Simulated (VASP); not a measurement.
Band structure of GaP (zinc blende). Calculation: TPSS meta-GGA, VASP's PBE PAW potentials (set 64) (plane waves; VASP).

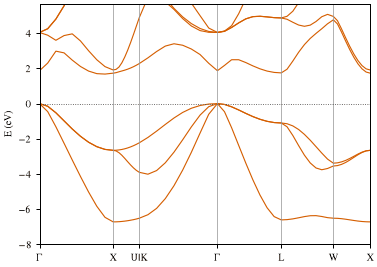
Fig. 1. Bands along high-symmetry lines, zero at the valence-band maximum or, without a gap, the Fermi level

Problem. Read the plot: is there a gap, and where are the band edges?

Solution. The gap is indirect, 1.68 eV, from the valence maximum at Γ to the conduction minimum at (0.44, 0.44, 0.00).

Measured: gap 2.43 eV (computed value off by -0.75 eV), as given by Wei Chen et al., Physical Review Materials (2018), doi:10.1103/physrevmaterials.2.073803 [zero-point renormalisation of 0.08 eV added back (the table's ZPR column)].

The compound is GaP in the zinc blende structure. It was relaxed first.
